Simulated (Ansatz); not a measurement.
# SiHCl2OF (SMILES O[Si](F)(Cl)Cl) at PBE0/def2-SVP

Aim: the vertical ionisation energy of SiHCl2OF at PBE0/def2-SVP, from 2 runs. 

Program for the calculation: Ansatz 0.2.0.

126 further runs of the same task are left out: 126 set aside as unsound or not needed.

## Step 1: The molecule

The species is SiHCl2OF (6 atoms), meant as a singlet with charge 0. SMILES: `O[Si](F)(Cl)Cl`. The coordinates come from a PBE0-D4/def2-TZVP relaxation. This is one conformer, not always the lowest.

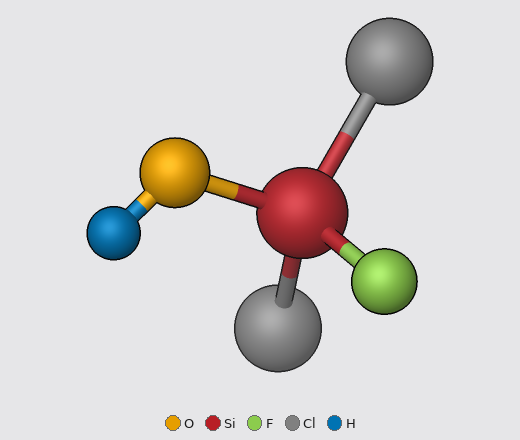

The structure, seen from a chosen angle (oxygen amber, silicon red, fluorine green, chlorine grey, hydrogen blue).

## Step 2: A single-point energy at PBE0/def2-SVP

The input, in.yaml:

```yaml
crystal:
  periodic: [false, false, false]
  atoms:
    - symbol: O
      position_ang: [-0.507700, 0.453700, 1.122500]
    - symbol: Si
      position_ang: [0.219500, 0.013400, -0.247400]
    - symbol: F
      position_ang: [1.583200, -0.726700, 0.044400]
    - symbol: Cl
      position_ang: [-0.921300, -1.272900, -1.319600]
    - symbol: Cl
      position_ang: [0.618000, 1.683900, -1.294500]
    - symbol: H
      position_ang: [-0.949600, -0.215500, 1.648500]
basis:
  gaussian:
    orbitals: def2-SVP
hamiltonian:
  xc: pbe0
accuracy: high
output: {orbitals: {seedname: orbitals}}
```

Run with:

```sh
$ ansatz run in.yaml --threads 1 --pin off --max-ram 3480MiB --events-out events.jsonl --progress --plain --runs-dir runs
```

The log of the run:

```text
Warning: RAYON_NUM_THREADS=1 ignored (pool sized by the plan → 1); use --threads N
Functional definition: PBE0
  name "PBE0"
  parameter a = 0.25
  parameter kappa = 0.804
  parameter beta = 0.06672455060314922
  exchange = (1 - a)*pbe_x(kappa = kappa, mu = beta*pi^2/3) + a*exact_x
  correlation = pbe_c(beta = beta)
1703 factors; integrals over basis functions are off by at most 3.7e-9 eV
mean field evaluation 1: about -37673.7931 eV, gradient 5.2e1 eV
mean field evaluation 2: about -37668.0406 eV, gradient 7.8e1 eV
mean field evaluation 4: about -37678.2967 eV, gradient 2.2e0 eV
mean field evaluation 8: about -37678.4980 eV, gradient 5.7e-1 eV
mean field evaluation 16: about -37678.4987 eV, gradient 3.5e-5 eV
mean field -37678.49874260 eV, -1384.6592893869 hartree, gradient 9.1e-8 eV, S^2 0.000000; 0 other end points of the search recorded, 0 dependent functions left out
reference -37678.49874448 eV, -1384.6592894560 hartree; 33, 33 occupied and 54, 54 virtual orbitals, 1703 factors
Total energy: -37678.49874448 eV, -1384.6592894560 hartree
```

It took 3.6 s on 1 thread of AMD EPYC 9R45 (Zen 5), shared host; peak memory 0.3 GiB.

## Step 3: The doublet cation

The input, in.yaml:

```yaml
crystal:
  periodic: [false, false, false]
  atoms:
    - {symbol: O, position_ang: [-0.507700, 0.453700, 1.122500]}
    - {symbol: Si, position_ang: [0.219500, 0.013400, -0.247400]}
    - {symbol: F, position_ang: [1.583200, -0.726700, 0.044400]}
    - {symbol: Cl, position_ang: [-0.921300, -1.272900, -1.319600]}
    - {symbol: Cl, position_ang: [0.618000, 1.683900, -1.294500]}
    - {symbol: H, position_ang: [-0.949600, -0.215500, 1.648500]}
basis:
  gaussian: {orbitals: def2-SVP}
total_charge: 1
magnetization: {spin_polarized: true, initial_magnetization: 1}
hamiltonian: {xc: pbe0}
accuracy: high
output: {orbitals: {seedname: orbitals}}
```

Run with:

```sh
$ ansatz run in.yaml --threads 1 --pin off --max-ram 3480MiB --events-out events.jsonl --progress --plain --runs-dir runs
```

The log of the run:

```text
Warning: RAYON_NUM_THREADS=1 ignored (pool sized by the plan → 1); use --threads N
Functional definition: PBE0
  name "PBE0"
  parameter a = 0.25
  parameter kappa = 0.804
  parameter beta = 0.06672455060314922
  exchange = (1 - a)*pbe_x(kappa = kappa, mu = beta*pi^2/3) + a*exact_x
  correlation = pbe_c(beta = beta)
1702 factors; integrals over basis functions are off by at most 3.7e-9 eV
mean field evaluation 1: about -37656.2958 eV, gradient 5.5e1 eV
mean field evaluation 2: about -37619.0921 eV, gradient 1.1e2 eV
mean field evaluation 4: about -37666.2334 eV, gradient 7.5e0 eV
mean field evaluation 8: about -37666.4476 eV, gradient 8.0e-1 eV
mean field evaluation 16: about -37666.6708 eV, gradient 1.7e-1 eV
mean field evaluation 32: about -37666.6730 eV, gradient 1.8e-3 eV
mean field evaluation 64: about -37666.3948 eV, gradient 5.1e0 eV
mean field -37666.67299645 eV, -1384.2247012318 hartree, gradient 5.9e-8 eV, S^2 0.755237; 6 other end points of the search recorded, 0 dependent functions left out
reference -37666.67299836 eV, -1384.2247013017 hartree; 33, 32 occupied and 54, 55 virtual orbitals, 1702 factors
Total energy: -37666.67299836 eV, -1384.2247013017 hartree
```

Wall time 15 s (1 thread of AMD EPYC 9R45 (Zen 5), shared host); peak memory 0.46 GiB.

## Step 4: Summary of results

At PBE0/def2-SVP:

| quantity | value |
| --- | --- |
| singlet SiHCl2OF: total energy | -1384.65929 Eh |
| singlet SiHCl2OF: HOMO energy | -9.44 eV |
| singlet SiHCl2OF: LUMO energy | 0.66 eV |
| singlet SiHCl2OF: HOMO–LUMO gap | 10.10 eV |
| doublet cation: total energy | -1384.22470 Eh |
| doublet cation: HOMO energy (highest over α and β) | -15.83 eV |
| doublet cation: LUMO energy (lowest over α and β) | -14.15 eV |
| doublet cation: ⟨S²⟩ | 0.755 |
| vertical ionisation energy (to the doublet cation) | 11.826 eV |

The vertical ionisation energy comes to 11.83 eV (273 kcal/mol). −ε(HOMO) before ionisation, 9.44 eV, is 2.39 eV below this ionisation energy.
